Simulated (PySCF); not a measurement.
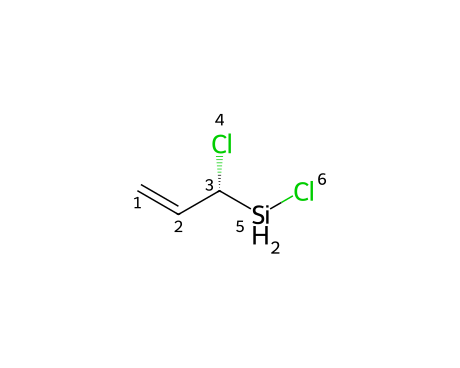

A structural formula, with wedges where it has stereocentres; small numbers name the atoms. The configuration is that of a computed structure (PBE0-D3(BJ)/def2-SVP).

Question: Assign CIP descriptors.

Answer: C3: S.

Question: Write the isomeric SMILES.

Answer: C=C[C@H](Cl)[SiH2]Cl
